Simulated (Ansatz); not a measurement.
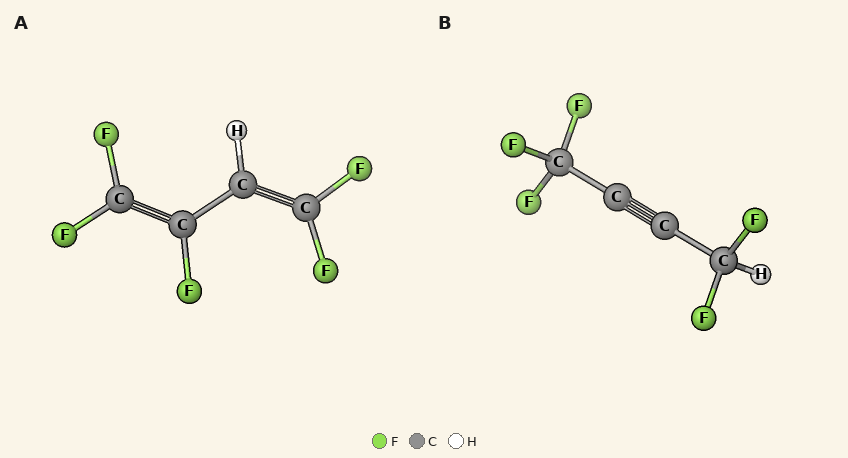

2 stationary structures of one formula. Geometries: PBE0-D4/def2-TZVP. Electronic energies: RHF-CCSD(T) (frozen core)/def2-SVP (Ansatz 0.2.0), without zero-point energy. Each is one conformer, not always the lowest.

Question: Which is lowest in energy, and by how much?

Answer: B is lowest (a minimum); A lies 0.135 eV above it (a minimum). A is `FC(F)=CC(F)=C(F)F`, B is `FC(F)C#CC(F)(F)F`.
